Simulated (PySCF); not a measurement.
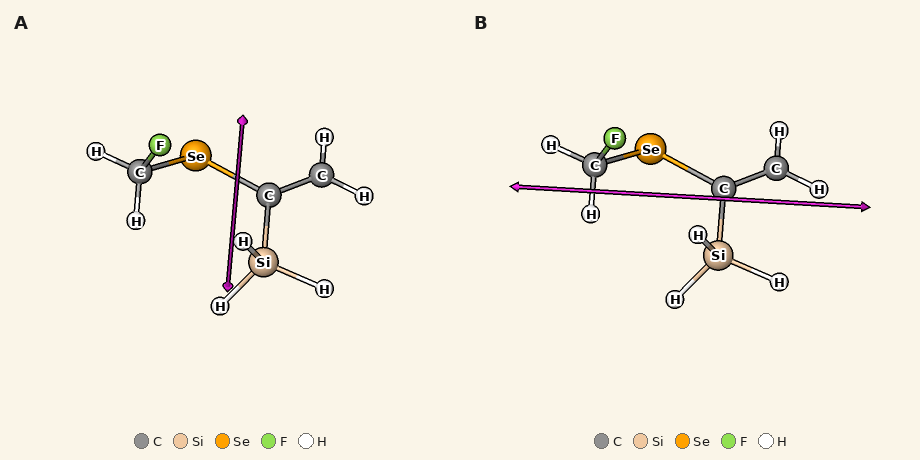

The double arrows show the directions of two transition dipoles from the ground state (lengths mean nothing). The computed structure is the end point of a GFN2-xTB optimisation. No frequency run is at hand to confirm it as a minimum. Method: TDDFT CAM-B3LYP/def2-SVPD, vertical, gas phase, core orbitals frozen in the response (PySCF 2.14.0).

One belongs to singlet state 2 and one to singlet state 4. Which is which?

Answer. A: state 4, 6.30 eV (197 nm), oscillator strength 0.026, of mixed character, with the largest part HOMO → LUMO+3 (weight 0.35).
B: state 2, 5.31 eV (234 nm), oscillator strength 0.093, of mixed character, with the largest part HOMO → LUMO+1 (weight 0.50).

The geometry is semi-empirical. Around Se, Si such bond lengths and angles can be off by a tenth of an ångström or more and by several degrees, and values that hang on the shape move with them.
